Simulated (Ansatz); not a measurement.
# CHClF2 (SMILES FC(F)Cl), step by step

Aim: a series of 32 runs (RPA@PBE/6-31G**, UHF/6-31G**, CCSD(T)/6-31G**, HF/6-31G**) of CHClF2. 

The calculation is run with Ansatz 0.2.0.

### 1 The molecule

The species is CHClF2 (5 atoms), meant as a singlet with charge 0. As SMILES, `FC(F)Cl`. The F3–C2 distance was set to 1.134 Å, away from the relaxed value.

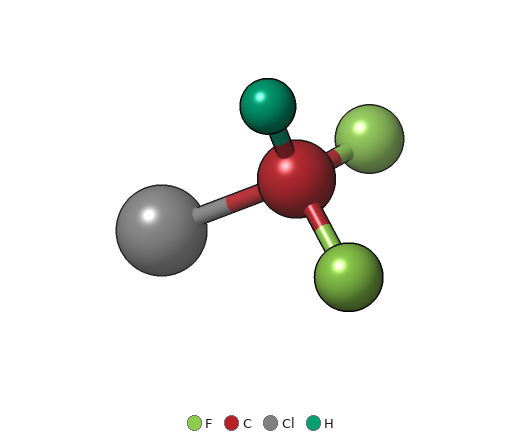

Viewed from a chosen angle; fluorine green, carbon red, chlorine grey, hydrogen teal.

### 2 A single-point energy at RPA@PBE/6-31G(d,p) (Cartesian functions) (run 1)

The input, input.yaml:

```yaml
crystal:
  periodic: [false, false, false]
  atoms:
    - {symbol: F, position_ang: [0.149104, -0.683509, 1.101537]}
    - {symbol: C, position_ang: [0.219604, -0.091809, -0.092463]}
    - {symbol: F, position_ang: [0.844200, -0.745900, -0.776900]}
    - {symbol: Cl, position_ang: [-1.400796, 0.093491, -0.761563]}
    - {symbol: H, position_ang: [0.678804, 0.892391, 0.005037]}
basis:
  gaussian: {orbitals: 6-31G_st__st_.json}
hamiltonian: {xc: {name: PBE}}
correlation: {method: rpa}
```

The basis set 6-31G** is read from a file made from the Basis Set Exchange's data (not shown).

Launch:

```
$ ansatz run input.yaml --threads 1 --pin off --max-ram 2610MiB --events-out events.jsonl --progress --plain --runs-dir runs
```

What it wrote:

```text
Warning: RAYON_NUM_THREADS=1 ignored (pool sized by the plan → 1); use --threads N
Functional definition: PBE
  name "PBE"
  parameter kappa = 0.804
  parameter beta = 0.06672455060314922
  exchange = pbe_x(kappa = kappa, mu = beta*pi^2/3)
  correlation = pbe_c(beta = beta)
614 factors; integrals over basis functions are off by at most 8.6e-4 eV
mean field evaluation 1: about -18994.6801 eV, gradient 2.7e1 eV
mean field evaluation 2: about -18994.6707 eV, gradient 2.7e1 eV
mean field evaluation 4: about -18995.7303 eV, gradient 6.1e0 eV
mean field evaluation 8: about -18995.7990 eV, gradient 1.1e-1 eV
mean field evaluation 16: about -18995.7990 eV, gradient 2.3e-6 eV
mean field -18995.79903187 eV, -698.0827386064 hartree, gradient 2.8e-6 eV, S^2 0.000000; 0 other end points of the search recorded, 0 dependent functions left out
8 core orbitals not correlated: weight in the atoms' cores, before any rotation towards them, 1.000 or more for the frozen orbitals, at most 0.000 for the correlated occupied ones
reference -18958.60793793 eV, -696.7159911128 hartree; 13, 13 occupied and 48, 48 virtual orbitals, 614 factors
Total energy: -18982.94632911 eV, -697.6104104917 hartree
```

Wall time 1.8 s (1 thread of Arm Neoverse V2, shared host); peak memory 0.12 GiB.

### 3 The distorted shape: the energy at RPA@PBE/6-31G(d,p) (Cartesian functions) (run 2)

The input, input.yaml:

```yaml
crystal:
  periodic: [false, false, false]
  atoms:
    - {symbol: F, position_ang: [0.075642, -0.606577, 1.182038]}
    - {symbol: C, position_ang: [0.146142, -0.014877, -0.011962]}
    - {symbol: F, position_ang: [0.844200, -0.745900, -0.776900]}
    - {symbol: Cl, position_ang: [-1.474258, 0.170423, -0.681062]}
    - {symbol: H, position_ang: [0.605342, 0.969323, 0.085538]}
basis:
  gaussian: {orbitals: 6-31G_st__st_.json}
correlation: {method: rpa}
hamiltonian: {xc: pbe}
```

The basis set 6-31G** is read from a file made from the Basis Set Exchange's data (not shown).

Launch:

```
$ ansatz run input.yaml --threads 1 --pin off --max-ram 2610MiB --events-out events.jsonl --progress --plain --runs-dir runs
```

What it wrote, cut to the lines that bear on the results:

```text
Warning: RAYON_NUM_THREADS=1 ignored (pool sized by the plan → 1); use --threads N
[... 6 set-up lines as earlier in the session ...]
615 factors; integrals over basis functions are off by at most 9.0e-4 eV
mean field evaluation 1: about -18996.1292 eV, gradient 2.6e1 eV
mean field evaluation 2: about -18996.1235 eV, gradient 2.6e1 eV
mean field evaluation 4: about -18997.0733 eV, gradient 5.8e0 eV
mean field evaluation 8: about -18997.1384 eV, gradient 1.2e-1 eV
mean field evaluation 16: about -18997.1385 eV, gradient 2.4e-6 eV
mean field -18997.13847743 eV, -698.1319623225 hartree, gradient 3.0e-6 eV, S^2 0.000000; 0 other end points of the search recorded, 0 dependent functions left out
8 core orbitals not correlated: weight in the atoms' cores, before any rotation towards them, 1.000 or more for the frozen orbitals, at most 0.000 for the correlated occupied ones
reference -18959.72789179 eV, -696.7571486582 hartree; 13, 13 occupied and 48, 48 virtual orbitals, 615 factors
Total energy: -18984.39616025 eV, -697.6636908033 hartree
```

Wall time 1.8 s (1 thread of Arm Neoverse V2, shared host); peak memory 0.11 GiB.

Runs 3 to 15 aren't shown in full; the table further down has their settings and results.

### 4 The distorted shape: the energy at UHF/6-31G(d,p) (Cartesian functions) (run 16)

The input, run.yaml:

```yaml
crystal:
  periodic: [false, false, false]
  atoms:
    - {symbol: F, position_ang: [-1.210281, 0.740072, 2.591163]}
    - {symbol: C, position_ang: [-1.139781, 1.331772, 1.397163]}
    - {symbol: F, position_ang: [0.844200, -0.745900, -0.776900]}
    - {symbol: Cl, position_ang: [-2.760181, 1.517072, 0.728063]}
    - {symbol: H, position_ang: [-0.680581, 2.315972, 1.494663]}
basis:
  gaussian:
    orbitals: 6-31G_st__st_.json
magnetization:
  spin_polarized: true
hamiltonian:
  xc: hf
```

The basis set 6-31G** is read from a file made from the Basis Set Exchange's data (not shown).

Launch:

```
$ ansatz run run.yaml --threads 1 --pin off --max-ram 2610MiB --events-out events.jsonl --progress --plain --runs-dir runs
```

What it wrote, cut to the lines that bear on the results:

```text
Warning: RAYON_NUM_THREADS=1 ignored (pool sized by the plan → 1); use --threads N
Functional definition: HF
  name "HF"
[...]
616 factors; integrals over basis functions are off by at most 9.8e-4 eV
[...]
mean field -18957.30888958 eV, -696.6682519664 hartree, gradient 3.0e-6 eV, S^2 1.010263; 5 other end points of the search recorded, 0 dependent functions left out
reference -18957.30888958 eV, -696.6682519664 hartree; 21, 21 occupied and 48, 48 virtual orbitals, 616 factors
Total energy: -18957.30888958 eV, -696.6682519664 hartree
```

Wall time 9 s (1 thread of Arm Neoverse V2, shared host); peak memory 0.15 GiB.

Runs 17 to 31 aren't shown in full; the table further down has their settings and results.

### 5 The distorted shape: energy and forces at HF/6-31G(d,p) (Cartesian functions) (run 32)

run.yaml: that of step 4 with these lines changed.

```diff
@@ -1 +1,4 @@
+basis:
+  gaussian:
+    orbitals: 6-31G_st__st_.json
 crystal:
@@ -8,8 +11,6 @@
     - {symbol: H, position_ang: [-0.680581, 2.315972, 1.494663]}
-basis:
-  gaussian:
-    orbitals: 6-31G_st__st_.json
-magnetization:
-  spin_polarized: true
+output:
+  forces: true
 hamiltonian:
   xc: hf
+total_charge: 0
```

The basis set 6-31G** is read from a file made from the Basis Set Exchange's data (not shown).

Launch:

```
$ ansatz run run.yaml --threads 1 --pin off --max-ram 2610MiB --events-out events.jsonl --progress --plain --runs-dir runs
```

What it wrote, cut to the lines that bear on the results:

```text
Warning: RAYON_NUM_THREADS=1 ignored (pool sized by the plan → 1); use --threads N
[... 2 set-up lines as earlier in the session ...]
[...]
616 factors; integrals over basis functions are off by at most 9.8e-4 eV
[...]
mean field -18951.44875550 eV, -696.4528960115 hartree, gradient 2.1e-5 eV, S^2 0.000000; 0 other end points of the search recorded, 0 dependent functions left out
[...]
reference -18951.44875550 eV, -696.4528960115 hartree; 21, 21 occupied and 48, 48 virtual orbitals, 616 factors
Total energy: -18951.44875550 eV, -696.4528960115 hartree
Atom 0 at    -1.210281     0.740072     2.591163 Å, force     1.089020     0.411132    -3.459767 eV/Å
Atom 1 at    -1.139781     1.331772     1.397163 Å, force    -4.295681     0.615322     3.425584 eV/Å
Atom 2 at     0.844200    -0.745900    -0.776900 Å, force    -0.861129     0.923756     0.958617 eV/Å
Atom 3 at    -2.760181     1.517072     0.728063 Å, force     2.633545    -1.027196     0.082284 eV/Å
Atom 4 at    -0.680581     2.315972     1.494663 Å, force     1.434244    -0.923014    -1.006717 eV/Å
Dipole moment:    -1.175768     1.415923     1.103680 e Å
```

It took 1.1 s on 1 thread of Arm Neoverse V2, shared host; peak memory 0.1 GiB.

### 6 All runs side by side

| run | level | task | frozen core orbitals | bond length | energy (Eh) | wall time |
| --- | --- | --- | --- | --- | --- | --- |
| 1 | RPA@PBE/6-31G** (Cartesian functions) | energy | 8 | 1.1342 | -697.610410 | 1.8 s |
| 2 | RPA@PBE/6-31G** (Cartesian functions) | energy | 8 | 1.2676 | -697.663691 | 1.8 s |
| 3 | RPA@PBE/6-31G** (Cartesian functions) | energy | 8 | 1.401 | -697.670788 | 1.8 s |
| 4 | RPA@PBE/6-31G** (Cartesian functions) | energy | 8 | 1.6012 | -697.647335 | 1.9 s |
| 5 | RPA@PBE/6-31G** (Cartesian functions) | energy | 8 | 1.868 | -697.601439 | 1.8 s |
| 6 | RPA@PBE/6-31G** (Cartesian functions) | energy | 8 | 2.2683 | -697.546008 | 3.6 s |
| 7 | RPA@PBE/6-31G** (Cartesian functions) | energy | 8 | 2.8021 | -697.520762 | 3.6 s |
| 8 | RPA@PBE/6-31G** (Cartesian functions) | energy | – | 3.6027 | not converged | 4.5 s |
| 9 | UHF/6-31G** (Cartesian functions) | energy | – | 1.1342 | -696.752482 | 0.58 s |
| 10 | UHF/6-31G** (Cartesian functions) | energy | – | 1.2676 | -696.795611 | 0.58 s |
| 11 | UHF/6-31G** (Cartesian functions) | gradient | – | 1.401 | -696.792940 | 0.83 s |
| 12 | UHF/6-31G** (Cartesian functions) | energy | – | 1.6012 | -696.754938 | 0.6 s |
| 13 | UHF/6-31G** (Cartesian functions) | energy | – | 1.868 | -696.695604 | 1.4 s |
| 14 | UHF/6-31G** (Cartesian functions) | energy | – | 2.2683 | -696.672789 | 3.6 s |
| 15 | UHF/6-31G** (Cartesian functions) | energy | – | 2.8021 | -696.668847 | 5.1 s |
| 16 | UHF/6-31G** (Cartesian functions) | energy | – | 3.6027 | -696.668252 | 9 s |
| 17 | CCSD(T)/6-31G** (Cartesian functions) | gradient | 8 | 1.1342 | -697.382065 | 11 s |
| 18 | CCSD(T)/6-31G** (Cartesian functions) | gradient | 8 | 1.2676 | -697.432965 | 11 s |
| 19 | CCSD(T)/6-31G** (Cartesian functions) | gradient | 8 | 1.401 | -697.437703 | 11 s |
| 20 | CCSD(T)/6-31G** (Cartesian functions) | gradient | 8 | 1.6012 | -697.410545 | 11 s |
| 21 | CCSD(T)/6-31G** (Cartesian functions) | energy | 8 | 1.868 | -697.359472 | 2.9 s |
| 22 | CCSD(T)/6-31G** (Cartesian functions) | energy | 8 | 2.2683 | -697.298147 | 3.6 s |
| 23 | CCSD(T)/6-31G** (Cartesian functions) | gradient | 8 | 2.8021 | -697.280731 | 20 s |
| 24 | CCSD(T)/6-31G** (Cartesian functions) | gradient | 8 | 3.6027 | -697.388834 | 29 s |
| 25 | HF/6-31G** (Cartesian functions) | energy | – | 1.1342 | -696.752482 | 0.44 s |
| 26 | HF/6-31G** (Cartesian functions) | gradient | – | 1.2676 | -696.795611 | 0.66 s |
| 27 | HF/6-31G** (Cartesian functions) | energy | – | 1.401 | -696.792940 | 0.42 s |
| 28 | HF/6-31G** (Cartesian functions) | gradient | – | 1.6012 | -696.754938 | 0.64 s |
| 29 | HF/6-31G** (Cartesian functions) | energy | – | 1.868 | -696.689719 | 0.44 s |
| 30 | HF/6-31G** (Cartesian functions) | energy | – | 2.2683 | -696.603999 | 0.44 s |
| 31 | HF/6-31G** (Cartesian functions) | gradient | – | 2.8021 | -696.523179 | 0.66 s |
| 32 | HF/6-31G** (Cartesian functions) | gradient | – | 3.6027 | -696.452896 | 1.1 s |

### 7 What came out

```
                                         quantity          value
            distorted shape, run 32: total energy  -696.45290 Eh
           distorted shape, run 32: dipole moment        10.31 D
distorted shape, run 32: largest force on an atom     5.529 eV/Å
```

What this shows: In runs 22, 23, 24 the T1 diagnostic is large, so a single reference may not serve. In runs 7, 21, 22, 23, 24 the log says that unrestricted orbitals would lower the reference, so the values rest on an unstable closed-shell determinant (other closed-shell runs at this shape may share the fault). In runs 7, 22, 23, 24, 30, 31, 32 a closed-shell determinant meets a far-stretched bond, which it describes badly. Spin contamination of the reference: run 16 ⟨S²⟩ = 1.01, run 15 ⟨S²⟩ = 0.99, run 14 ⟨S²⟩ = 0.88, run 13 ⟨S²⟩ = 0.38. Where it is this large, the reference is a mixture of spin states, and values that rest on it are in doubt. All runs together took 2.4 min, the longest 29 s. 1 of the 32 runs did not end normally.
